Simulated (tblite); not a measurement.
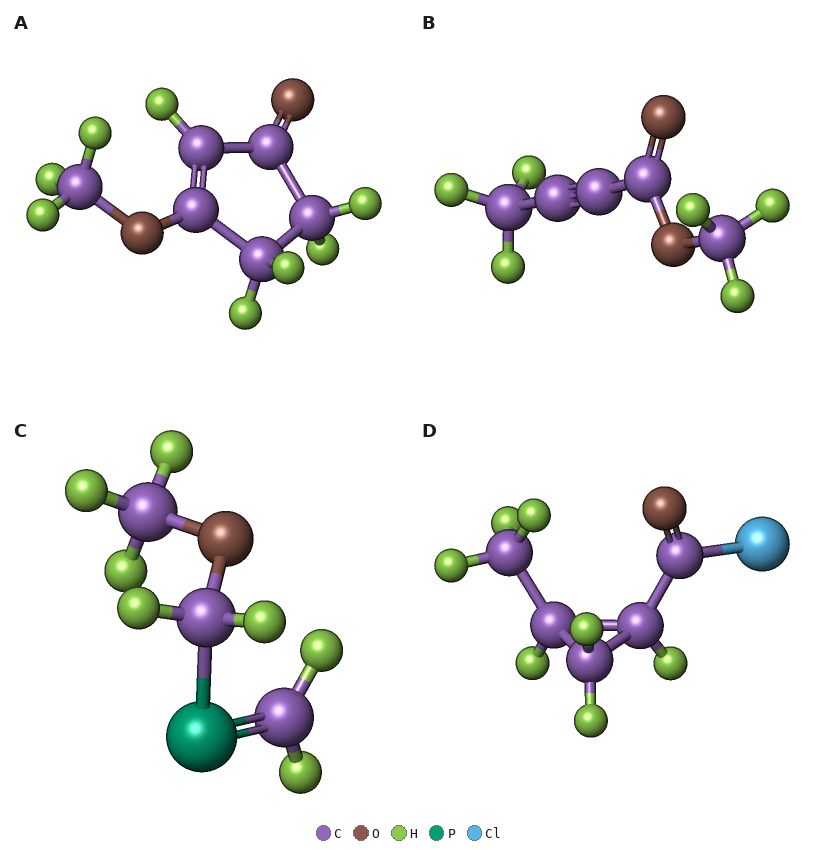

The picture comes from a calculation with tblite.

Q: Match each picture to its SMILES.
(1) C[C@@H]1C[C@@H]1C(=O)Cl
(2) COC1=CC(=O)CC1
(3) CC#CC(=O)OC
(4) C=PCOC

A: A is (2), B is (3), C is (4), D is (1).
